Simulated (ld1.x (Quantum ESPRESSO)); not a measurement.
**Pseudopotential generation for Mo (part 2 of 2)**

Continued. System: molybdenum (Mo, Z = 42), core [Ar] 3d10, reference valence 4s2 4p6 4d5 5s1 5p0, valence charge 14. Method: RRKJ potential, PBE, scalar-relativistic, made with ld1.x (Quantum ESPRESSO) 7.5.

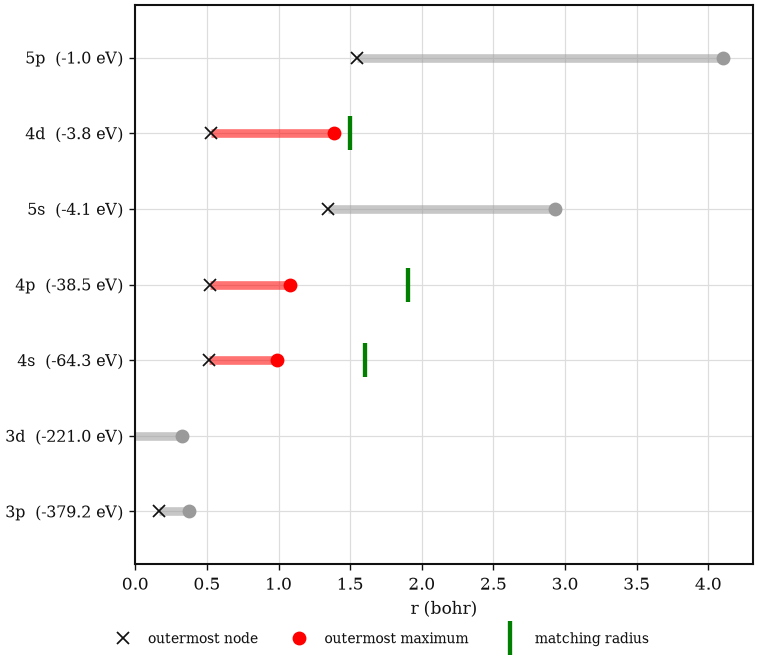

Fig. 2: Outer shells of the all-electron reference atom: each bar runs from the outermost node (or the nucleus) to the outermost maximum of u(r); the tick is the radius chosen for the pseudo-wave. Shells without a tick have no pseudo-wave of their own. Levels, nodes and maxima are from ld1.x, scalar-relativistic.

- Radii against the shells: 4s: 1.60 bohr, outside the maximum; 4p: 1.90 bohr, outside the maximum; 4d: 1.50 bohr, outside the maximum.

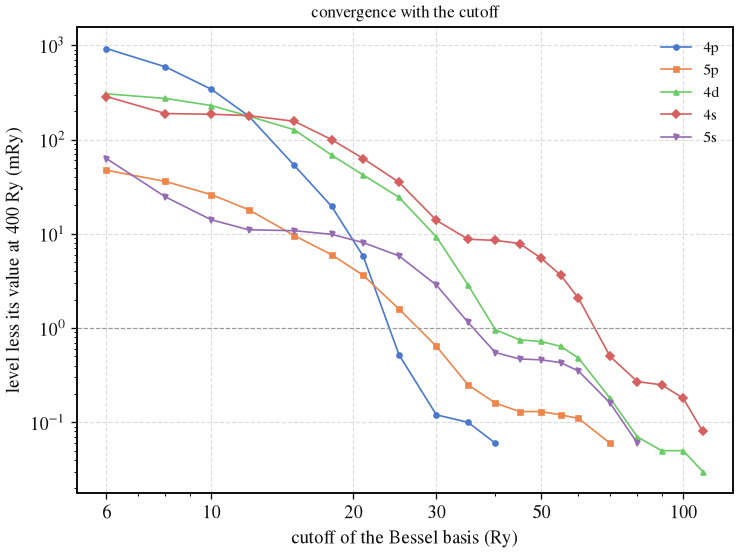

Fig. 3: The pseudo-atom Hamiltonian at the reference potential is diagonalised in spherical Bessel functions (20 bohr box) up to the cutoff. Curves: distance of each valence level from its value at 400 Ry.

- Cutoffs for 10 and 1 mRy in the occupation-weighted sum of levels: 60 Ry and 90 Ry, on the ladder of cutoffs that was run.
- Cutoffs from which each level stays within 1 mRy: 4p: 25 Ry; 5p: 30 Ry; 4d: 40 Ry; 4s: 70 Ry; 5s: 40 Ry.
- Hardest occupied shell: 4s: its level needs 70 Ry to come within 1 mRy, against 40 Ry for 5s. The potential isn't sound: the pseudo-atom misses its own reference levels by up to 0.52 eV.

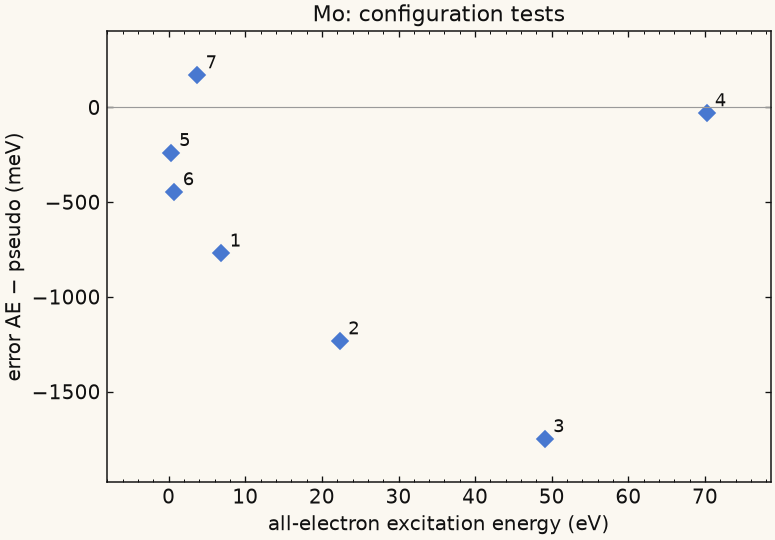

Fig. 4: Errors, all-electron minus pseudo, of the energies of valence configurations relative to the unpolarised reference 4s2 4p6 4d5 5s1 5p0. Points: 1 = 4s2 4p6 4d5 5s0 5p0; 2 = 4s2 4p6 4d4 5s0 5p0; 3 = 4s2 4p6 4d3 5s0 5p0; 4 = 4s1 4p6 4d5 5s1 5p0; 5 = 4s2 4p6 4d5.5 5s0.5 5p0; 6 = 4s2 4p6 4d6 5s0 5p0; 7 = 4s2 4p6 4d4 5s1 5p1.

- Worst configuration: 4s2 4p6 4d3 5s0 5p0 (charge +3): the error is -1749 meV on an all-electron energy of +49.10 eV relative to the reference, or 3.6 %. Note that the pseudo-atom misses its own reference levels by up to 0.52 eV.
- Errors in meV: 4s2 4p6 4d5 5s0 5p0: -770; 4s2 4p6 4d4 5s0 5p0: -1233; 4s2 4p6 4d3 5s0 5p0: -1749; 4s1 4p6 4d5 5s1 5p0: -30; 4s2 4p6 4d5.5 5s0.5 5p0: -239; 4s2 4p6 4d6 5s0 5p0: -446; 4s2 4p6 4d4 5s1 5p1: +171.
- Configurations within 10 meV and within 50 meV: 0 and 1 of 7.

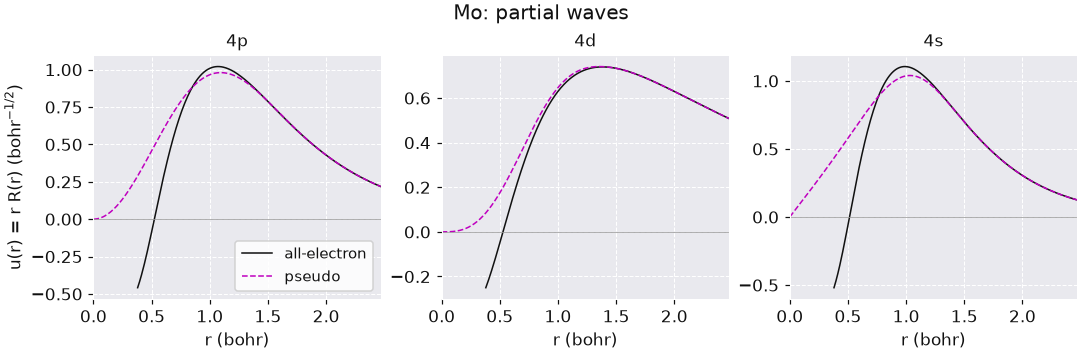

Fig. 5: Pseudo-waves (dashed) against the all-electron radial functions (solid). The innermost oscillations of some all-electron curves aren't drawn. Reference configuration 4s2 4p6 4d5 5s1 5p0.

- Matching radii: 4p at 1.90 bohr; 4d at 1.50 bohr; 4s at 1.60 bohr. The curves merge smoothly, so the plot gives these only roughly.
- Nodes of the pseudo-waves: 4p has no node; 4d has no node; 4s has no node.
- Cutoffs needed: 60 Ry (loose) and 90 Ry (tight), as the cutoffs, on a coarse ladder, from which the occupation-weighted sum of valence levels, in a spherical-Bessel basis at the reference potential, stays within 10 and 1 mRy of its value at 400 Ry.

### Key numbers

- outcome: generated; the pseudo-atom misses its reference levels by up to 0.52 eV (5s, which has no pseudo-wave of its own)
- reference test: the pseudo-atom misses its own reference levels by up to 0.52 eV
- cutoffs needed: 60 Ry and 90 Ry (the cutoffs, on a coarse ladder, from which the occupation-weighted sum of valence levels, in a spherical-Bessel basis at the reference potential, stays within 10 and 1 mRy of its value at 400 Ry); ghost states and empty shells don't enter this sum
- ghost test: no ghost state below the valence levels in the p, d, f, s channels (spherical-Bessel basis up to 400 Ry, 20 bohr box)
- largest excitation error: -1749 meV (all-electron minus pseudo) for 4s2 4p6 4d3 5s0 5p0, out of 7 test configurations
- range over which the phases arctan(r u′/u) at the test radius agree within 0.05 rad (a looser test near the poles than one of phase shifts): s: up to about -0.8 Ry; p: up to about 0.3 Ry; d: up to about 2.4 Ry; f: up to about 1.9 Ry
- hardware: 1 CPU thread, shared host
- wall time: 3.6 s

### Notes

An excitation error of 1749 meV in its own tests makes this a poorly transferable potential.
